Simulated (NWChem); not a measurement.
**CH5GeIO (SMILES C[O][GeH2][I]): levels of theory compared**

Aim: a comparison of 5 runs (HF/STO-3G, HF/3-21G, PBE/def2-SVP, PBE/def2-SVPD, PBE/6-311G**) of CH5GeIO. 

The calculation is run with NWChem 7.3.0.

### 1 Starting point

CH5GeIO: 9 atoms, total charge 0, spin state singlet. As SMILES, `C[O][GeH2][I]`. The shape is that of a PBE0-D4/def2-TZVP optimisation. This is one conformer, not always the lowest.

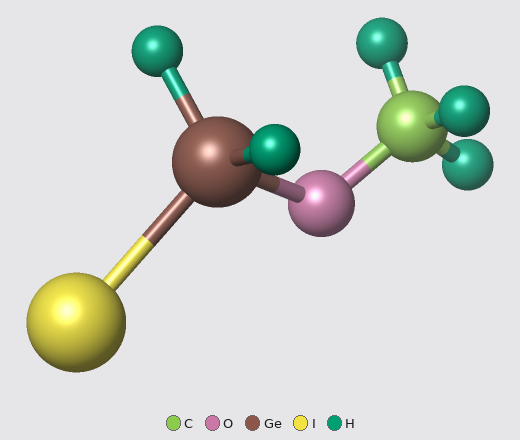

The structure, seen from a chosen angle (carbon green, oxygen pink, germanium brown, iodine yellow, hydrogen teal).

### 2 Energy and forces at HF/STO-3G (run 1)

job.nw reads:

```
START job
TITLE "CH5GeIO hf"
memory stack 880 mb heap 220 mb global 1100 mb
GEOMETRY noautosym nocenter noautoz
   C        0.502100       1.337400       0.239200
   O        0.755100      -0.044000       0.372100
   Ge      -0.482700      -1.154500      -0.242100
   I        0.414600      -3.437500       0.198300
   H        0.394700       1.639800      -0.810800
   H       -0.399100       1.647900       0.784200
   H        1.355100       1.872700       0.661100
   H       -1.793700      -0.956300       0.538000
   H       -0.657700      -0.951700      -1.757100
END
BASIS spherical bse
   * library STO-3G
END
SCF
   thresh 1e-08
   maxiter 80
   noprint "final vectors analysis"
END
TASK scf gradient
```

Launch:

```sh
nwchem job.nw > job.out
```

The log of the run:

```text
[...]
  functions       =    60
[...]
  wavefunction    = RHF
[...]
         Total SCF energy =  -9016.672655123426
      One-electron energy = -13847.373899234033
      Two-electron energy =   4145.198357930082
 Nuclear repulsion energy =    685.502886180524
        Time for solution =     13.1s
[...]
                         RHF ENERGY GRADIENTS
    atom               coordinates                        gradient
                 x          y          z           x          y          z
   1 C       0.948831   2.527320   0.452022    0.007012  -0.004989   0.003487
   2 O       1.426932  -0.083148   0.703167    0.004608   0.028389   0.002159
   3 Ge     -0.912171  -2.181689  -0.457503    0.021758  -0.025394   0.010797
   4 I       0.783480  -6.495933   0.374733   -0.000492   0.001901  -0.000234
   5 H       0.745875   3.098773  -1.532190    0.000888  -0.003427  -0.001861
   6 H      -0.754190   3.114079   1.481923   -0.000982  -0.003375   0.001882
   7 H       2.560768   3.538890   1.249298   -0.000376  -0.002998  -0.000166
   8 H      -3.389602  -1.807145   1.016673   -0.030452   0.004869   0.020748
   9 H      -1.242873  -1.798452  -3.320438   -0.001964   0.005024  -0.036811
[...]
```

Run time: 22 s. Hardware: 1 thread of Intel Xeon Platinum 8259CL at 2.50GHz (Skylake/Cascade Lake), shared host; peak memory 0.099 GiB.

### 3 Energy and gradient at HF/3-21G (run 2)

ch5geio.nw reads:

```
echo
START ch5geio
memory total 2200 mb
charge 0

GEOMETRY noautosym nocenter noautoz
C        0.502100       1.337400       0.239200
O        0.755100      -0.044000       0.372100
Ge      -0.482700      -1.154500      -0.242100
I        0.414600      -3.437500       0.198300
H        0.394700       1.639800      -0.810800
H       -0.399100       1.647900       0.784200
H        1.355100       1.872700       0.661100
H       -1.793700      -0.956300       0.538000
H       -0.657700      -0.951700      -1.757100
END

BASIS "ao basis" spherical bse
* library 3-21G
END

SCF
singlet
rhf
thresh 1e-08
maxiter 80
END

TASK scf gradient
```

Launch:

```sh
nwchem ch5geio.nw > ch5geio.out
```

The log of the run:

```text
[...]
  functions       =    81
[...]
  wavefunction    = RHF
[...]
         Total SCF energy =  -9067.684217957405
      One-electron energy = -13885.624761805539
      Two-electron energy =   4132.437657667610
 Nuclear repulsion energy =    685.502886180524
        Time for solution =     18.7s
[...]
                         RHF ENERGY GRADIENTS
    atom               coordinates                        gradient
                 x          y          z           x          y          z
   1 C       0.948831   2.527320   0.452022   -0.005242  -0.031584  -0.002514
   2 O       1.426932  -0.083148   0.703167    0.020040   0.031450   0.009903
   3 Ge     -0.912171  -2.181689  -0.457503   -0.006221  -0.032331  -0.003204
   4 I       0.783480  -6.495933   0.374733   -0.008527   0.025139  -0.004171
   5 H       0.745875   3.098773  -1.532190    0.000023   0.001337  -0.007085
   6 H      -0.754190   3.114079   1.481923   -0.005656   0.001409   0.004298
   7 H       2.560768   3.538890   1.249298    0.007377   0.002547   0.003665
   8 H      -3.389602  -1.807145   1.016673   -0.002067   0.001009   0.001955
   9 H      -1.242873  -1.798452  -3.320438    0.000272   0.001025  -0.002847
[...]
```

It took 28 s on 1 thread of Intel Xeon Platinum 8259CL at 2.50GHz (Skylake/Cascade Lake), shared host; peak memory 0.099 GiB.

Run 3 isn't shown in full; the table further down has it.

### 4 Energy and forces at PBE/def2-SVPD (core potential) (run 4)

ch5geio.nw reads:

```
start ch5geio
memory total 2200 mb
charge 0

geometry units angstroms noautosym nocenter noautoz
   C        0.502100       1.337400       0.239200
   O        0.755100      -0.044000       0.372100
   Ge      -0.482700      -1.154500      -0.242100
   I        0.414600      -3.437500       0.198300
   H        0.394700       1.639800      -0.810800
   H       -0.399100       1.647900       0.784200
   H        1.355100       1.872700       0.661100
   H       -1.793700      -0.956300       0.538000
   H       -0.657700      -0.951700      -1.757100
end

basis spherical bse
   C library def2-SVPD
   O library def2-SVPD
   Ge library def2-SVPD
   I library def2-SVPD
   H library def2-SVPD
end

ecp bse
   I library def2-SVPD
end

dft
   xc xpbe96 cpbe96
   mult 1
   grid fine
   convergence energy 1e-08
   iterations 100
   mulliken
end

task dft gradient
```

Launch:

```sh
nwchem ch5geio.nw > ch5geio.out
```

The log of the run:

```text
[...]
          Wavefunction type:  closed shell.
          No. of atoms     :     9
          No. of electrons :    76
[...]
          Charge           :     0
          Spin multiplicity:     1
[...]
          AO basis - number of functions:   156
[...]
              XC Information
              --------------
          PerdewBurkeErnzerhof Exchange Functional  1.000
            Perdew 1991 LDA Correlation Functional  1.000 local
           PerdewBurkeErnz. Correlation Functional  1.000 non-local
[...]
 d= 0,ls=0.0,diis     1  -2490.1736856186 -2.91D+03  1.75D-02  7.74D-01    15.3
[...]
 d= 0,ls=0.0,diis    11  -2490.2712706440 -9.52D-09  3.48D-07  2.02D-09   126.5
         Total DFT energy =    -2490.271270643953
      One electron energy =    -4415.857130554384
           Coulomb energy =     1617.649986928947
    Exchange-Corr. energy =     -116.660048708911
 Nuclear repulsion energy =      424.595921690395
[...]
  wavefunction    = closed shell
                         DFT ENERGY GRADIENTS
    atom               coordinates                        gradient
                 x          y          z           x          y          z
   1 C       0.948831   2.527320   0.452022   -0.000830   0.001240  -0.000465
   2 O       1.426932  -0.083148   0.703167   -0.011760  -0.001366  -0.005879
   3 Ge     -0.912171  -2.181689  -0.457503    0.009289   0.006572   0.004629
   4 I       0.783480  -6.495933   0.374733   -0.002566   0.006900  -0.001262
   5 H       0.745875   3.098773  -1.532190    0.000997  -0.003250   0.009626
   6 H      -0.754190   3.114079   1.481923    0.008240  -0.003312  -0.004961
   7 H       2.560768   3.538890   1.249298   -0.007736  -0.005264  -0.003818
   8 H      -3.389602  -1.807145   1.016673    0.003950  -0.000752  -0.002489
   9 H      -1.242873  -1.798452  -3.320438    0.000416  -0.000767   0.004619
[...]
```

It took 3.2 min on 1 thread of Intel Xeon Platinum 8259CL at 2.50GHz (Skylake/Cascade Lake), shared host; peak memory 0.14 GiB.

### 5 Energy and forces at PBE/6-311G(d,p) (run 5)

struct.nw reads:

```
echo
start struct
title "CH5GeIO"
memory 2200 mb

geometry units angstroms noautosym nocenter noautoz
   C      0.502100     1.337400     0.239200
   O      0.755100    -0.044000     0.372100
   Ge    -0.482700    -1.154500    -0.242100
   I      0.414600    -3.437500     0.198300
   H      0.394700     1.639800    -0.810800
   H     -0.399100     1.647900     0.784200
   H      1.355100     1.872700     0.661100
   H     -1.793700    -0.956300     0.538000
   H     -0.657700    -0.951700    -1.757100
end

basis "ao basis" spherical bse
   * library 6-311G**
end

dft
   xc xpbe96 cpbe96
   mult 1
   grid fine
   convergence energy 1e-08
   iterations 100
   mulliken
end

task dft gradient
```

Launch:

```sh
nwchem struct.nw > struct.out
```

The log of the run:

```text
[...]
          Wavefunction type:  closed shell.
          No. of atoms     :     9
          No. of electrons :   104
[...]
          Charge           :     0
          Spin multiplicity:     1
[...]
          AO basis - number of functions:   172
[...]
              XC Information
              --------------
          PerdewBurkeErnzerhof Exchange Functional  1.000
            Perdew 1991 LDA Correlation Functional  1.000 local
           PerdewBurkeErnz. Correlation Functional  1.000 non-local
[...]
 d= 0,ls=0.0,diis     1  -9111.7099623441 -9.80D+03  1.05D-02  1.26D+01    13.0
[...]
 d= 0,ls=0.0,diis    12  -9111.8350761272 -1.87D-09  2.90D-07  2.61D-09   110.4
         Total DFT energy =    -9111.835076127205
      One electron energy =   -13929.744989136687
           Coulomb energy =     4402.856816952963
    Exchange-Corr. energy =     -270.449790124005
 Nuclear repulsion energy =      685.502886180524
[...]
  wavefunction    = closed shell
                         DFT ENERGY GRADIENTS
    atom               coordinates                        gradient
                 x          y          z           x          y          z
   1 C       0.948831   2.527320   0.452022    0.001509  -0.004936   0.000728
   2 O       1.426932  -0.083148   0.703167   -0.013484   0.002798  -0.006751
   3 Ge     -0.912171  -2.181689  -0.457503    0.010385   0.000704   0.005160
   4 I       0.783480  -6.495933   0.374733   -0.003519   0.009666  -0.001728
   5 H       0.745875   3.098773  -1.532190    0.000573  -0.002723   0.005719
   6 H      -0.754190   3.114079   1.481923    0.004869  -0.002757  -0.002949
   7 H       2.560768   3.538890   1.249298   -0.004392  -0.002752  -0.002165
   8 H      -3.389602  -1.807145   1.016673    0.003368   0.000004  -0.001694
   9 H      -1.242873  -1.798452  -3.320438    0.000691  -0.000005   0.003680
[...]
```

Wall time 2.9 min (1 thread of Intel Xeon Platinum 8259CL at 2.50GHz (Skylake/Cascade Lake), shared host); peak memory 0.14 GiB.

### 6 Overview of the runs

```
run                           level  iteration cap  module   energy (Eh)  dipole moment (D)  largest force (eV/Å)  wall time
  1                       HF/STO-3G             80     scf  -9016.672655               3.16                 1.913       22 s
  2                        HF/3-21G             80     scf  -9067.684218               3.83                 1.984       28 s
  3   PBE/def2-SVP (core potential)            100     dft  -2490.257090               2.25                 0.609       86 s
  4  PBE/def2-SVPD (core potential)            100     dft  -2490.271271               2.17                 0.680    3.2 min
  5                    PBE/6-311G**            100     dft  -9111.835076               2.39                 0.789    2.9 min
```

### 7 Outcome

| quantity | value |
| --- | --- |
| run 5: total energy | -9111.83508 Eh |
| run 5: dipole moment | 2.39 D |
| run 5: HOMO energy | -6.47 eV |
| run 5: LUMO energy | -1.77 eV |
| run 5: HOMO–LUMO gap | 4.70 eV |
| run 5: largest force on an atom | 0.789 eV/Å |

In words: The dipole moment (its size) runs from 2.17 D (PBE/def2-SVPD) to 3.83 D (HF/3-21G). The two ends differ in method and basis and core potential. Over runs 2, 4, 5 the HOMO–LUMO gap runs from 4.59 eV (PBE/def2-SVPD) to 12.69 eV (HF/3-21G). Some runs of one species differ in core potentials or relativity; totals across that change don't compare. In run 1 the basis is minimal, so the values are rough. In runs 1, 2, 5 relativity is left out where basis or elements ask for it. All runs together took 8.3 min, the longest 3.2 min.
